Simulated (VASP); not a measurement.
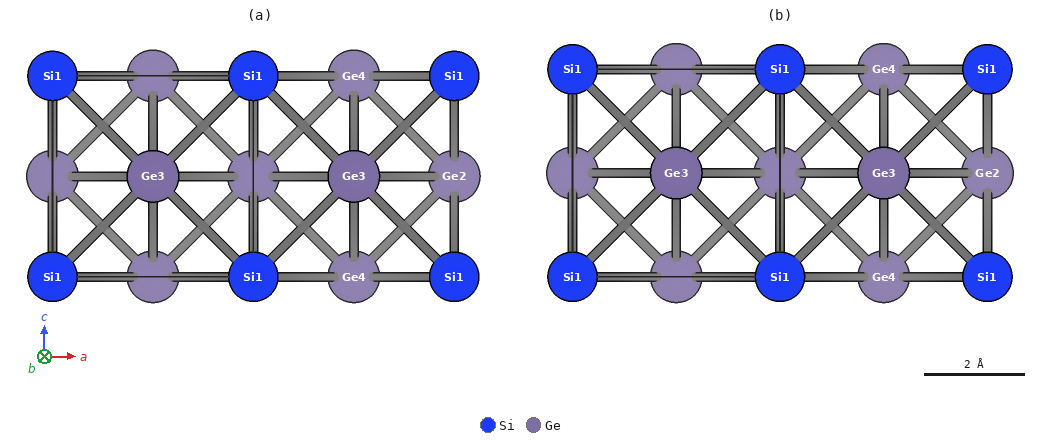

The structure of crystalline SiGe3 (a generated structure, set up in Pm-3m) before (left) and after (right) a relaxation, at one scale.

The picture is a ball-and-stick view of the cell of the calculation, repeated 2 × 1 × 1 with one cell outlined, seen along the b axis.

The run lets cell and atoms move.

Theory: Kohn-Sham DFT of a periodic cell, PBE, VASP PAW PBE potentials, recommended (VASP 6.6.1).

Input
```
PREC = Normal
ENCUT = 520
EDIFF = 1E-4
ISMEAR = 0
SIGMA = 0.15
LREAL = False
LASPH = True
NELM = 60
ALGO = Fast
ISIF = 3
LWAVE = False
LCHARG = False
GGA = PE
IBRION = 2
NSW = 24
EDIFFG = -0.08
```

Command:
```bash
cat potpaw_PBE.64/Si/POTCAR potpaw_PBE.64/Ge_d/POTCAR > POTCAR
mpirun -np 1 vasp_std > vasp.out
```

**What changed between the two?**

The energy falls by 62.5 meV per atom in 3 geometry steps. All forces vanish by symmetry, so only the cell relaxes. The pressure goes from 9.24 to 0.05 GPa. The atoms keep their places relative to the cell (all moves are under 0.005 Å). The volume changes by +10.2 %, with a = b = c 4.028 → 4.161 Å (+3.3 %). Some distances before and after: Ge2–Ge3 2.849 → 2.942 Å, Si1–Ge2 2.849 → 2.942 Å. The space group stays Pm-3m (No. 221). The volume changes by over a tenth within one run on a fixed set of plane waves, so the end point should be relaxed again from the new cell.
